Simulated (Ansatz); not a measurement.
# BHF2 (SMILES FBF) at CCSD(T)/def2-TZVPP

What is the vertical singlet–triplet gap of BHF2 at CCSD(T)/def2-TZVPP? 

The calculation is run with Ansatz 0.2.0.

46 further runs of the same task are left out: 46 set aside as unsound or not needed.

## Step 1: The structure to begin with

The species is BHF2 (4 atoms), meant as a singlet with charge 0. SMILES: `FBF`. The coordinates come from a PBE0-D4/def2-TZVP relaxation.

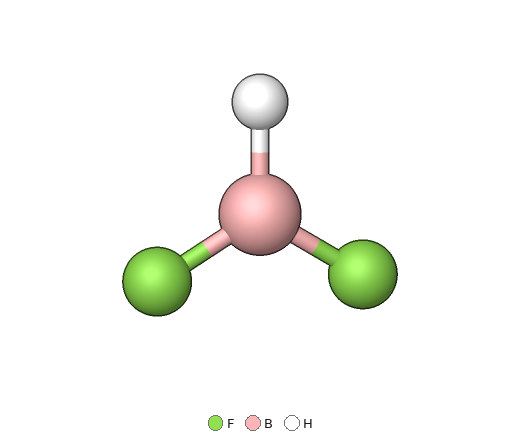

Viewed from a chosen angle; fluorine green, boron pink, hydrogen white.

## Step 2: The energy at CCSD(T)/def2-TZVPP

Contents of job.yaml:

```yaml
crystal:
  periodic: [false, false, false]
  atoms:
    - {symbol: F, position_ang: [1.154300, 0.456900, -0.361900]}
    - {symbol: B, position_ang: [-0.001900, -0.031000, 0.025200]}
    - {symbol: F, position_ang: [-1.095400, 0.528700, -0.438900]}
    - {symbol: H, position_ang: [-0.057000, -0.954600, 0.775600]}
basis:
  gaussian:
    orbitals: def2-TZVPP
magnetization:
  spin_polarized: false
correlation:
  method: ccsd_t
  frozen_orbitals: {B: 1, F: 1, H: 0}
accuracy: high
scf:
  omitted_lower_state_checks: [cluster_reference, increment]
```

Launch:

```console
$ ansatz run job.yaml --threads 1 --pin off --max-ram 3480MiB --events-out events.jsonl --progress --plain --runs-dir runs
```

What it wrote:

```text
Warning: RAYON_NUM_THREADS=1 ignored (pool sized by the plan → 1); use --threads N
Functional definition: HF
  name "HF"
  exchange = exact_x
  correlation = 0
these checks for a lower state are left out or cut short: cluster_reference, increment
1729 factors; integrals over basis functions are off by at most 3.4e-9 eV
mean field evaluation 1: about -6103.5136 eV, gradient 3.2e1 eV
mean field evaluation 2: about -6103.5155 eV, gradient 3.2e1 eV
mean field evaluation 4: about -6105.2979 eV, gradient 2.0e0 eV
mean field evaluation 8: about -6105.3126 eV, gradient 7.0e-2 eV
mean field -6105.31260695 eV, -224.3660999757 hartree, gradient 3.7e-8 eV, S^2 0.000000; 0 other end points of the search recorded, 0 dependent functions left out
3 core orbitals not correlated: weight in the atoms' cores, before any rotation towards them, 1.000 or more for the frozen orbitals, at most 0.000 for the correlated occupied ones
reference -6105.31260695 eV, -224.3660999757 hartree; 9, 9 occupied and 95, 95 virtual orbitals, 1729 factors
second order -16.20496265 eV of doubles, -0.00000000 eV of singles
cycle   1  -16.03645743 eV  change    1.7e-1 eV  update   8.1e-2
cycle   2  -16.35454537 eV  change   -3.2e-1 eV  update   2.2e-2
cycle   3  -16.43109519 eV  change   -7.7e-2 eV  update   1.2e-2
cycle   4  -16.41746186 eV  change    1.4e-2 eV  update   2.8e-3
cycle   5  -16.41622379 eV  change    1.2e-3 eV  update   1.1e-3
cycle   6  -16.41698077 eV  change   -7.6e-4 eV  update   2.6e-4
cycle   7  -16.41685752 eV  change    1.2e-4 eV  update   7.3e-5
cycle   8  -16.41681987 eV  change    3.8e-5 eV  update   1.8e-5
cycle   9  -16.41682304 eV  change   -3.2e-6 eV  update   6.2e-6
cycle  10  -16.41682301 eV  change    3.4e-8 eV  update   1.9e-6
cycle  11  -16.41682377 eV  change   -7.6e-7 eV  update   5.3e-7
cycle  12  -16.41682475 eV  change   -9.8e-7 eV  update   1.6e-7
cycle  13  -16.41682483 eV  change   -7.7e-8 eV  update   5.1e-8
cycle  14  -16.41682486 eV  change   -2.7e-8 eV  update   2.3e-8
cycle  15  -16.41682490 eV  change   -4.4e-8 eV  update   8.4e-8
cycle  16  -16.41682490 eV  change    6.7e-9 eV  update   1.8e-8
cycle  17  -16.41682489 eV  change    4.3e-9 eV  update   5.6e-9
cycle  18  -16.41682489 eV  change    1.0e-9 eV  update   1.5e-9
perturbative correction -0.46354070 eV, -0.0170348064 hartree
Total energy: -6122.19297253 eV, -224.9864419691 hartree
Checks for a lower state left out: cluster_reference, increment
```

Run time: 18 s. Hardware: 1 thread of Intel Xeon Platinum 8175M at 2.50GHz (Skylake/Cascade Lake), shared host; peak memory 0.83 GiB.

## Step 3: The triplet

Contents of job.yaml:

```yaml
crystal:
  periodic: [false, false, false]
  atoms:
    - {symbol: F, position_ang: [1.154300, 0.456900, -0.361900]}
    - {symbol: B, position_ang: [-0.001900, -0.031000, 0.025200]}
    - {symbol: F, position_ang: [-1.095400, 0.528700, -0.438900]}
    - {symbol: H, position_ang: [-0.057000, -0.954600, 0.775600]}
basis:
  gaussian: {orbitals: def2-TZVPP}
magnetization: {spin_polarized: true, initial_magnetization: 2}
correlation: {method: ccsd_t, frozen_orbitals: {B: 1, F: 1, H: 0}}
accuracy: high
scf: {omitted_lower_state_checks: [cluster_reference, increment]}
```

Launch:

```console
$ ansatz run job.yaml --threads 1 --pin off --max-ram 3480MiB --events-out events.jsonl --progress --plain --runs-dir runs
```

What it wrote:

```text
Warning: RAYON_NUM_THREADS=1 ignored (pool sized by the plan → 1); use --threads N
[... 4 set-up lines as earlier in the session ...]
these checks for a lower state are left out or cut short: cluster_reference, increment
1729 factors; integrals over basis functions are off by at most 3.4e-9 eV
mean field evaluation 1: about -6094.9664 eV, gradient 1.9e1 eV
mean field evaluation 2: about -6094.9713 eV, gradient 1.9e1 eV
mean field evaluation 4: about -6096.9190 eV, gradient 3.8e0 eV
mean field evaluation 8: about -6097.2372 eV, gradient 2.1e-1 eV
mean field -6097.23795144 eV, -224.0693618589 hartree, gradient 3.5e-8 eV, S^2 2.005457; 0 other end points of the search recorded, 0 dependent functions left out
3 core orbitals not correlated: weight in the atoms' cores, before any rotation towards them, 1.000 or more for the frozen orbitals, at most 0.000 for the correlated occupied ones
reference -6097.23795144 eV, -224.0693618589 hartree; 10, 8 occupied and 94, 96 virtual orbitals, 1729 factors
second order -15.86254194 eV of doubles, -0.00000000 eV of singles
cycle   1  -15.61377113 eV  change    2.5e-1 eV  update   1.0e-1
cycle   2  -15.97539660 eV  change   -3.6e-1 eV  update   3.3e-2
cycle   3  -16.09078825 eV  change   -1.2e-1 eV  update   3.1e-2
cycle   4  -16.09231140 eV  change   -1.5e-3 eV  update   1.7e-2
cycle   5  -16.09739894 eV  change   -5.1e-3 eV  update   8.8e-3
cycle   6  -16.10776189 eV  change   -1.0e-2 eV  update   2.6e-3
cycle   7  -16.10843438 eV  change   -6.7e-4 eV  update   1.2e-3
cycle   8  -16.10837591 eV  change    5.8e-5 eV  update   4.6e-4
cycle   9  -16.10842171 eV  change   -4.6e-5 eV  update   2.3e-4
cycle  10  -16.10833777 eV  change    8.4e-5 eV  update   1.0e-4
cycle  11  -16.10838317 eV  change   -4.5e-5 eV  update   4.8e-5
cycle  12  -16.10843163 eV  change   -4.8e-5 eV  update   1.9e-5
cycle  13  -16.10841769 eV  change    1.4e-5 eV  update   7.0e-6
cycle  14  -16.10842092 eV  change   -3.2e-6 eV  update   2.5e-6
cycle  15  -16.10841891 eV  change    2.0e-6 eV  update   1.1e-6
cycle  16  -16.10841900 eV  change   -9.3e-8 eV  update   5.2e-7
cycle  17  -16.10841928 eV  change   -2.8e-7 eV  update   2.2e-7
cycle  18  -16.10841952 eV  change   -2.4e-7 eV  update   1.4e-7
cycle  19  -16.10841948 eV  change    4.0e-8 eV  update   1.0e-7
cycle  20  -16.10841945 eV  change    2.3e-8 eV  update   8.1e-8
cycle  21  -16.10841943 eV  change    2.0e-8 eV  update   5.5e-8
cycle  22  -16.10841942 eV  change    1.4e-8 eV  update   3.1e-8
cycle  23  -16.10841949 eV  change   -6.8e-8 eV  update   7.4e-8
cycle  24  -16.10841951 eV  change   -2.1e-8 eV  update   2.1e-8
cycle  25  -16.10841952 eV  change   -5.2e-9 eV  update   1.0e-8
cycle  26  -16.10841952 eV  change   -7.7e-9 eV  update   5.1e-9
cycle  27  -16.10841953 eV  change   -5.2e-9 eV  update   2.8e-9
cycle  28  -16.10841953 eV  change   -2.7e-9 eV  update   1.1e-9
cycle  29  -16.10841953 eV  change  -9.6e-10 eV  update  5.9e-10
perturbative correction -0.52499049 eV, -0.0192930447 hartree
Total energy: -6113.87136146 eV, -224.6806284028 hartree
Checks for a lower state left out: cluster_reference, increment
```

Run time: 75 s. Hardware: 1 thread of Intel Xeon Platinum 8175M at 2.50GHz (Skylake/Cascade Lake), shared host; peak memory 1.8 GiB.

## Step 4: Outcome

At CCSD(T)/def2-TZVPP, 3 core orbitals frozen:

| quantity | value |
| --- | --- |
| singlet: total energy | -224.98644 Eh |
| singlet: correlation energy (3 core orbitals frozen) | -620.3 mEh |
| singlet: (T) correction | -17.03 mEh |
| singlet: T1 diagnostic | 0.013 |
| triplet: total energy | -224.68063 Eh |
| triplet: correlation energy (3 core orbitals frozen) | -611.3 mEh |
| triplet: (T) correction | -19.29 mEh |
| triplet: ⟨S²⟩ of the reference determinant | 2.005 |
| triplet: T1 diagnostic | 0.031 |
| vertical energy of the triplet above the singlet | 8.322 eV |

**Reading.** At this shape the triplet lies 8.32 eV (192 kcal/mol) above the singlet. The triples (singlet) make up 2.7 % of the correlation energy. The triples (triplet) make up 3.2 % of the correlation energy.
